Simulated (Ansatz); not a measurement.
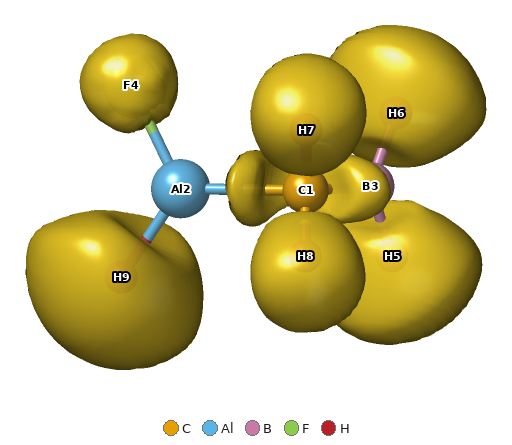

CH5AlBF. Isosurface of the electron localisation function at 0.8 (yellow), seen at an oblique angle. Only the valence region is drawn (cores and ρ < 0.01 e/Å³ removed).

Geometry: PBE0-D3(BJ)/pcseg-1.

Method: isolated molecule in a Gaussian basis; Kohn-Sham density functional theory, functional PBE0 (Ansatz 0.2.0).

Input

```
crystal:
  periodic: [false, false, false]
  atoms:
    - {symbol: C, position_ang: [-0.080050, -0.510029, -1.057767]}
    - {symbol: Al, position_ang: [0.960026, -0.603830, 0.606405]}
    - {symbol: B, position_ang: [-1.439761, 0.022661, -0.638230]}
    - {symbol: F, position_ang: [1.842993, 0.750459, 1.039943]}
    - {symbol: H, position_ang: [-2.293103, -0.727345, -0.234813]}
    - {symbol: H, position_ang: [-1.656969, 1.206606, -0.621151]}
    - {symbol: H, position_ang: [0.523533, 0.150360, -1.696791]}
    - {symbol: H, position_ang: [-0.058582, -1.557793, -1.394420]}
    - {symbol: H, position_ang: [1.094213, -1.881987, 1.520931]}
basis:
  gaussian:
    orbitals: def2-TZVPD
hamiltonian:
  xc: {name: PBE0}
output: {forces: true, orbitals: {seedname: orbitals}}
```

Command:

```sh
ansatz run input.yaml --threads 2 --pin off --max-ram 4350MiB --events-out events.jsonl --progress --plain --runs-dir runs
```

Q: What do the ELF domains correspond to?

A: At this value the surface marks out one region between bonded B–C atoms (shared pairs), five regions around hydrogen nuclei and one region wrapped around F (its valence shell). Profiles from the grid: C–B (1.52 Å): the ELF peaks at about 0.95 between the atoms (localised, covalent bonding). Al–F (1.67 Å): the ELF peaks at about 0.85 in the valence shell of F, 0.5 Å from its nucleus, and is about 0.35 at the midpoint.
